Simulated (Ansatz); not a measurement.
# Work function of V(110): what the settings cost and change, part 2 of 2

How far do cutoff, k-mesh and smearing move the work function of V(110)?

Ansatz 0.2.0; plane-wave DFT, PBE, Ansatz PAW.

So far. Step 7 (Run): The work function is 4.789 eV, +0.014 eV from the run “cutoff 420 eV”, at 0.13 times its CPU time.

**8. Run**

input.yaml reads:

```yaml
crystal:
  lattice:
    - [2.1354624792, -1.51, 0.0]
    - [2.1354624792, 1.51, 0.0]
    - [0.0, 0.0, 30.8127748751]
  atoms:
    - { symbol: V, position: [0.0, 0.0, 0.2920866438] }
    - { symbol: V, position: [0.5, 0.5, 0.3613910959] }
    - { symbol: V, position: [0.0, 0.0, 0.4306955479] }
    - { symbol: V, position: [0.5, 0.5, 0.5] }
    - { symbol: V, position: [0.0, 0.0, 0.5693044521] }
    - { symbol: V, position: [0.5, 0.5, 0.6386089041] }
    - { symbol: V, position: [0.0, 0.0, 0.7079133562] }
kpoints:
  mp_grid: { grid: [11, 11, 1] }
hamiltonian:
  xc: pbe
scf:
  occupations: { method: fermi_dirac, width: 0.1 }
  convergence: { dr2_threshold: 1.0e-09 }
efield:
  axis: 3
  dipole_correction: true
  ramp_position: 0.97
  ramp_width: 0.06
output:
  write_potential: true
  write_density: true
  volumetric_format: npy
```

The run is started by

```
ansatz run input.yaml --threads 2 --pin off --max-ram 3072MiB --backend cpu --events-out ev --progress --plain --runs-dir out
```

Numbers of over 12 decimals in the logs are rounded to 6 here.

Output:

```text
[...]
Crystal: 7 atoms, lattice volume = 198.715 Å³
Basis set: ecut = 420 eV, 3845 PW (Γ)
Bands: 55, of which v1, the nominal top of the filled ones, is band 46 counted from 1 (45 counted from 0)
Symmetry: 4 space group operations
k-points: 36 of 121
[...]
k-point 0: bands = [... 42 lower, 5.5952, 5.6045, 5.6732, 5.7739, 5.8230, 5.8705, 5.9999, 6.2331, ... 5 higher]
  k-point 1: bands = [... 42 lower, 5.4524, 5.4628, 5.5795, 5.6927, 5.7530, 5.8933, 5.9615, 6.0487, ... 5 higher]
  k-point 2: bands = [... 42 lower, 5.1792, 5.3055, 5.3471, 5.3944, 5.5048, 5.5327, 5.6162, 6.3501, ... 5 higher]
  k-point 35: bands = [... 42 lower, 5.2813, 5.7705, 5.9360, 6.6048, 6.9485, 7.0876, 7.2713, 7.4084, ... 5 higher]
[key lines of the parts left out:]
SCF converged after 11 iterations
Free energy (F): -20385.015984 eV
Fermi energy:    5.515250 eV
Dipole field:    D = -0.000001 V/Å  (p = -0.000001 e·Å, saw-weighted, corrected)
Work function:   Φ+ = 4.7765 eV   Φ− = 4.7765 eV
```

Elapsed: 1.7 min, on 2 threads of Arm Neoverse N1, shared host; peak memory 0.66 GiB.

The work function is 4.776 eV, +0.001 eV from the run “cutoff 420 eV”, at 0.49 times its CPU time.

**9. Run**

Edit input.yaml of step 8 so:

```diff
@@ -14,3 +14,3 @@
 kpoints:
-  mp_grid: { grid: [11, 11, 1] }
+  mp_grid: { grid: [24, 24, 1] }
 hamiltonian:
```

Output:

```text
[...]
Crystal: 7 atoms, lattice volume = 198.715 Å³
Basis set: ecut = 420 eV, 3845 PW (Γ)
Bands: 55, of which v1, the nominal top of the filled ones, is band 46 counted from 1 (45 counted from 0)
Symmetry: 4 space group operations
k-points: 157 of 576
[...]
k-point 0: bands = [... 42 lower, 5.5954, 5.6054, 5.6748, 5.7740, 5.8244, 5.8714, 6.0003, 6.2343, ... 5 higher]
  k-point 1: bands = [... 42 lower, 5.5615, 5.6068, 5.6249, 5.7431, 5.8207, 5.8757, 6.0100, 6.1494, ... 5 higher]
  k-point 2: bands = [... 42 lower, 5.4796, 5.4846, 5.5912, 5.6969, 5.7678, 5.9378, 5.9451, 6.0404, ... 5 higher]
  k-point 156: bands = [... 42 lower, 5.4765, 5.8455, 6.2656, 6.9875, 7.0157, 7.0910, 7.1705, 7.3127, ... 5 higher]
[key lines of the parts left out:]
SCF converged after 12 iterations
Free energy (F): -20385.015369 eV
Fermi energy:    5.514980 eV
Dipole field:    D = -0.000000 V/Å  (p = -0.000000 e·Å, saw-weighted, corrected)
Work function:   Φ+ = 4.7743 eV   Φ− = 4.7743 eV
```

Wall time 7.3 min (2 threads); peak memory 1.7 GiB; 9.6 min of CPU time.

The work function is 4.774 eV, -0.001 eV from the run “cutoff 420 eV”, at 2.3 times its CPU time.

**10. Run**

Edit input.yaml of step 9 so:

```diff
@@ -14,3 +14,3 @@
 kpoints:
-  mp_grid: { grid: [24, 24, 1] }
+  mp_grid: { grid: [16, 16, 1] }
 hamiltonian:
@@ -18,3 +18,3 @@
 scf:
-  occupations: { method: fermi_dirac, width: 0.1 }
+  occupations: { method: gaussian, width: 0.05 }
   convergence: { dr2_threshold: 1.0e-09 }
```

Output:

```text
[...]
Crystal: 7 atoms, lattice volume = 198.715 Å³
Basis set: ecut = 420 eV, 3845 PW (Γ)
Bands: 55, of which v1, the nominal top of the filled ones, is band 46 counted from 1 (45 counted from 0)
Symmetry: 4 space group operations
k-points: 73 of 256
[...]
k-point 0: bands = [... 42 lower, 5.5839, 5.5909, 5.6663, 5.7594, 5.8123, 5.8604, 5.9906, 6.2274, ... 5 higher]
  k-point 1: bands = [... 42 lower, 5.5126, 5.5523, 5.5935, 5.7023, 5.7882, 5.8887, 6.0116, 6.0471, ... 5 higher]
  k-point 2: bands = [... 42 lower, 5.3024, 5.3906, 5.4928, 5.6702, 5.6714, 5.6754, 5.9628, 6.0618, ... 5 higher]
  k-point 72: bands = [... 42 lower, 5.4669, 5.8336, 6.2544, 6.9775, 7.0059, 7.0757, 7.1604, 7.3010, ... 5 higher]
[key lines of the parts left out:]
SCF converged after 12 iterations
Free energy (F): -20384.807163 eV
Fermi energy:    5.491673 eV
Dipole field:    D = 0.000000 V/Å  (p = 0.000000 e·Å, saw-weighted, corrected)
Work function:   Φ+ = 4.8069 eV   Φ− = 4.8069 eV
```

It took 3 min on 2 threads; peak memory 0.98 GiB; 4.1 min of CPU time.

The work function is 4.807 eV, +0.032 eV from the run “cutoff 420 eV”, at 0.98 times its CPU time.

**11. Slab**

Edit input.yaml of step 10 so:

```diff
@@ -18,3 +18,3 @@
 scf:
-  occupations: { method: gaussian, width: 0.05 }
+  occupations: { method: methfessel_paxton, width: 0.2 }
   convergence: { dr2_threshold: 1.0e-09 }
```

Output:

```text
[...]
Crystal: 7 atoms, lattice volume = 198.715 Å³
Basis set: ecut = 420 eV, 3845 PW (Γ)
Bands: 55, of which v1, the nominal top of the filled ones, is band 46 counted from 1 (45 counted from 0)
Symmetry: 4 space group operations
k-points: 73 of 256
[...]
k-point 0: bands = [... 42 lower, 5.5781, 5.5857, 5.6611, 5.7542, 5.8062, 5.8541, 5.9843, 6.2230, ... 5 higher]
  k-point 1: bands = [... 42 lower, 5.5069, 5.5473, 5.5883, 5.6968, 5.7821, 5.8826, 6.0055, 6.0427, ... 5 higher]
  k-point 2: bands = [... 42 lower, 5.2980, 5.3847, 5.4874, 5.6640, 5.6657, 5.6714, 5.9574, 6.0563, ... 5 higher]
  k-point 72: bands = [... 42 lower, 5.4604, 5.8288, 6.2491, 6.9714, 6.9998, 7.0715, 7.1541, 7.2951, ... 5 higher]
[key lines of the parts left out:]
SCF converged after 11 iterations
Free energy (F): -20384.798178 eV
Fermi energy:    5.484284 eV
Dipole field:    D = -0.000001 V/Å  (p = -0.000002 e·Å, saw-weighted, corrected)
Work function:   Φ+ = 4.8196 eV   Φ− = 4.8195 eV
```

Elapsed: 3.1 min, on 2 threads; peak memory 0.98 GiB.

The work function is 4.820 eV, +0.045 eV from the run “cutoff 420 eV”, at 1.0 times its CPU time.

**12. Run**

Edit input.yaml of step 11 so:

```diff
@@ -18,3 +18,3 @@
 scf:
-  occupations: { method: methfessel_paxton, width: 0.2 }
+  occupations: { method: fermi_dirac, width: 0.3 }
   convergence: { dr2_threshold: 1.0e-09 }
```

Output:

```text
band count auto-derived: 61 (N_el = 91.0; filled up to band 46; 55 by the electrons, moments and atoms)
[...]
Crystal: 7 atoms, lattice volume = 198.715 Å³
Basis set: ecut = 420 eV, 3845 PW (Γ)
Bands: 61, of which v1, the nominal top of the filled ones, is band 46 counted from 1 (45 counted from 0)
Symmetry: 4 space group operations
k-points: 73 of 256
[...]
k-point 0: bands = [... 42 lower, 5.6118, 5.6263, 5.6863, 5.7986, 5.8365, 5.8842, 6.0126, 6.2442, ... 26 higher]
  k-point 1: bands = [... 42 lower, 5.5402, 5.5747, 5.6291, 5.7374, 5.8127, 5.9159, 6.0377, 6.0684, ... 26 higher]
  k-point 2: bands = [... 42 lower, 5.3323, 5.4204, 5.5275, 5.6956, 5.6998, 5.7051, 5.9795, 6.0952, ... 26 higher]
  k-point 72: bands = [... 42 lower, 5.4965, 5.8611, 6.2876, 7.0087, 7.0367, 7.1189, 7.1930, 7.3349, ... 26 higher]
[key lines of the parts left out:]
SCF converged after 10 iterations
Free energy (F): -20386.515269 eV
Fermi energy:    5.623666 eV
Dipole field:    D = 0.000001 V/Å  (p = 0.000001 e·Å, saw-weighted, corrected)
Work function:   Φ+ = 4.6598 eV   Φ− = 4.6598 eV
```

Wall time 4.6 min (2 threads); peak memory 1.3 GiB; 6.1 min of CPU time.

The work function is 4.660 eV, -0.115 eV from the run “cutoff 420 eV”, at 1.5 times its CPU time.

**13. Slab**

Edit input.yaml of step 12 so:

```diff
@@ -18,3 +18,3 @@
 scf:
-  occupations: { method: fermi_dirac, width: 0.3 }
+  occupations: { method: cold, width: 0.1 }
   convergence: { dr2_threshold: 1.0e-09 }
```

Output:

```text
[...]
Crystal: 7 atoms, lattice volume = 198.715 Å³
Basis set: ecut = 420 eV, 3845 PW (Γ)
Bands: 55, of which v1, the nominal top of the filled ones, is band 46 counted from 1 (45 counted from 0)
Symmetry: 4 space group operations
k-points: 73 of 256
[...]
k-point 0: bands = [... 42 lower, 5.5814, 5.5884, 5.6649, 5.7566, 5.8106, 5.8587, 5.9884, 6.2249, ... 5 higher]
  k-point 1: bands = [... 42 lower, 5.5103, 5.5508, 5.5910, 5.6998, 5.7865, 5.8868, 6.0093, 6.0446, ... 5 higher]
  k-point 2: bands = [... 42 lower, 5.3010, 5.3883, 5.4903, 5.6683, 5.6693, 5.6732, 5.9606, 6.0598, ... 5 higher]
  k-point 72: bands = [... 42 lower, 5.4642, 5.8320, 6.2525, 6.9750, 7.0039, 7.0738, 7.1577, 7.2984, ... 5 higher]
[key lines of the parts left out:]
SCF converged after 11 iterations
Free energy (F): -20384.797121 eV
Fermi energy:    5.488366 eV
Dipole field:    D = -0.000002 V/Å  (p = -0.000002 e·Å, saw-weighted, corrected)
Work function:   Φ+ = 4.8129 eV   Φ− = 4.8128 eV
```

Run time: 3.1 min. Hardware: 2 threads; peak memory 0.98 GiB.

The work function is 4.813 eV, +0.038 eV from the run “cutoff 420 eV”, at 1.0 times its CPU time.

**14. Side by side**

Times are for 2 threads of Arm Neoverse N1, shared host. Results by setting:

| no. | setting | work function, upper face (eV) | time | memory (GiB) |
| --- | --- | --- | --- | --- |
| 1 | cutoff 200 eV | 4.986 | 64 s | 0.56 |
| 2 | cutoff 300 eV | 4.772 | 92 s | 0.7 |
| 3 | cutoff 420 eV | 4.775 | 2.2 min | 0.98 |
| 4 | cutoff 600 eV | 4.775 | 3.8 min | 1.5 |
| 5 | mesh 3x3 | 4.814 | 14 s | 0.4 |
| 6 | mesh 5x5 | 4.789 | 29 s | 0.45 |
| 7 | mesh 11x11 | 4.776 | 1.7 min | 0.66 |
| 8 | mesh 24x24 | 4.774 | 7.3 min | 1.7 |
| 9 | Gaussian smearing 0.05 eV | 4.807 | 3 min | 0.98 |
| 10 | methfessel_paxton smearing 0.2 eV | 4.820 | 3.1 min | 0.98 |
| 11 | fermi_dirac smearing 0.3 eV | 4.660 | 4.6 min | 1.3 |
| 12 | cold smearing 0.1 eV | 4.813 | 3.1 min | 0.98 |

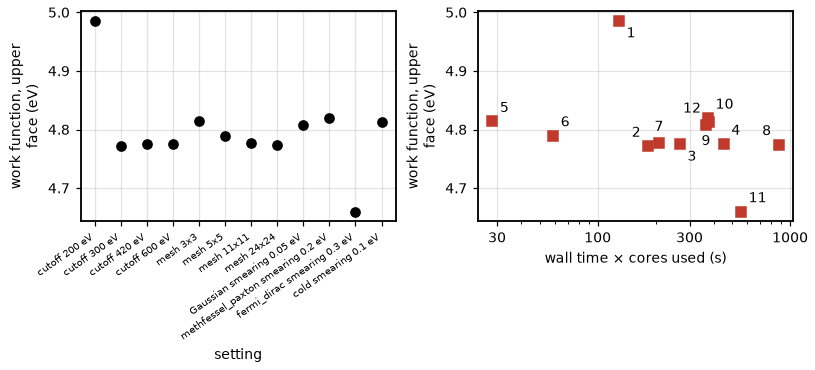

The series as plots; the last panel sets the first result against cost, with the runs numbered as in the table.

**15. The same run with other settings**

An input spoilt on purpose, to show how the run answers: it repeats the earlier run “cutoff 200 eV” with efield.axis from 3 to 1, and scf.max_iter set to 100; its output block differs too.

Edit input.yaml of step 13 so:

```diff
@@ -18,6 +18,7 @@
 scf:
-  occupations: { method: cold, width: 0.1 }
+  occupations: { method: fermi_dirac, width: 0.1 }
   convergence: { dr2_threshold: 1.0e-09 }
+  max_iter: 100
 efield:
-  axis: 3
+  axis: 1
   dipole_correction: true
@@ -25,2 +26,4 @@
   ramp_width: 0.06
+basis:
+  ecutwfc: "200 eV"
 output:
```

Output:

```text
Warning: basis.ecutwfc = 200 eV is below the records' recommended 420 eV, and the density's cutoff is lower with it unless basis.ecutrho_ratio is high enough to keep the records' density cutoff: compare with a run at a higher cutoff
Warning: basis.ecutrho_ratio 4 (ecutrho = 800 eV, dense FFT grid 15×15×144): the grid does not resolve the core-correction charge of V (measure 0.11 e/Å^2.5); warned from 0.08. The energy and each atom's force then go with where the atoms sit on the grid: [figures from the program's tests cut] If this deck is also warned that a cutoff or its ratio is below what is recommended, mend that before anything below. First try basis.xc_grid, which is 1 on this run (the dense grid itself), where it is not refused (2, then 3). Above 1 the core-correction charge is laid on the exchange–correlation grid, and this warning is never given, whether or not the level is enough: [rest of the remark cut]
Engine: ansatz 0.2.0, aarch64-unknown-linux-gnu
Pseudopotentials: kind: paw
Pseudopotential: V, paw, valence charge 13, recommended cutoff 420 eV (normal), V.paw.azcp
Functional definition: PBE
  parameter kappa = 0.804
  parameter beta = 0.066725
  exchange = pbe_x(kappa = kappa, mu = beta*pi^2/3)
  correlation = pbe_c(beta = beta)
Crystal: 7 atoms, lattice volume = 198.715 Å³
Basis set: ecut = 200 eV, 1245 PW (Γ)
Bands: 55, of which v1, the nominal top of the filled ones, is band 46 counted from 1 (45 counted from 0)
Symmetry: 2 space group operations
k-points: 130 of 256 (time reversal used)
Non-local potential: V, projectors of the file, l = 0: 3, l = 1: 2, l = 2: 3, l = 3: 1
PAW form: soft (Blöchl's): semilocal exchange-correlation on the pseudo side does not see the compensation charge
PAW one-centre angular grid: V, 590 points (default); XC on 64 Gauss nodes
Initial density: superposition of atomic densities (neutral atoms: chi_scale 0, normalization atom), corrected by the library's trained network
Initial wavefunctions: pseudopotential atomic-orbital guess
Functional: x = pbe(κ = 0.804, μ = 0.219515), c = pbe(β = 0.066725)
Error: efield: ion 0 (V) at fractional coordinate 0.0000 along the field axis lies inside the sawtooth ramp with 2 of the planes that the density is read on at each end, [0.8367, 0.1633] — the ramp must sit in vacuum (an ion there feels the fictitious reversed slope); set or move the ramp (efield.ramp_position / ramp_width) or move the geometry
```

Run time: 0.83 s. Hardware: 2 threads; peak memory 0.34 GiB.

The program refused the input before any cycle.

The program's message: “Error: efield: ion 0 (V) at fractional coordinate 0.0000 along the field axis lies inside the sawtooth ramp with 2 of the planes that the density is read on at each end, [0.8367, 0.1633] — the ramp mu …”

The fault put into the input: the field along an axis without vacuum.

**16. Summary of results**

```json
{"work function, cutoff 200 eV": "4.986 eV", "work function, cutoff 420 eV": "4.775 eV", "work function, cutoff 600 eV": "4.775 eV", "work function, fermi_dirac smearing 0.3 eV": "4.660 eV"}
```

In words: The run at the highest cutoff gives 4.77 eV, and the settings tried spread the value from 4.66 to 4.99 eV. Against 600 eV, a cutoff of 200 eV is off by +0.211 eV. Against 600 eV, a cutoff of 420 eV is off by +0.000 eV. Against the finest mesh, 24 points along a, the coarser ones are off by +0.04 (3), +0.02 (5) and +0.00 (11) eV. The smearing schemes and widths spread it over 0.16 eV. The program marks the value as in doubt in “cutoff 200 eV”. The ladder's slabs use the tabulated experimental lattice constant (two decimals; a low-temperature value for the alkali metals). The main runs have no spin polarisation; a magnetic state could lie lower and would change these results. In 1 run of the series (cutoff 200 eV) the program warns that electrons reach the sawtooth's ramp, which makes dipole and work function less sure.

[Logs are printed without paths, hosts, clocks, repeated set-up lines and the standing remarks that a program may print on its own settings, such as how far it seeks lower states.]

[Hosts, paths, dates, database ids (printed as entryN), source tags and the programs' standing remarks are cut or masked in the printed files.]

[Maps of the electrostatic potential energy from Ansatz leave out the sawtooth potential of an applied field or a dipole correction, so their vacuum need not be flat; planar profiles and work functions include it.]
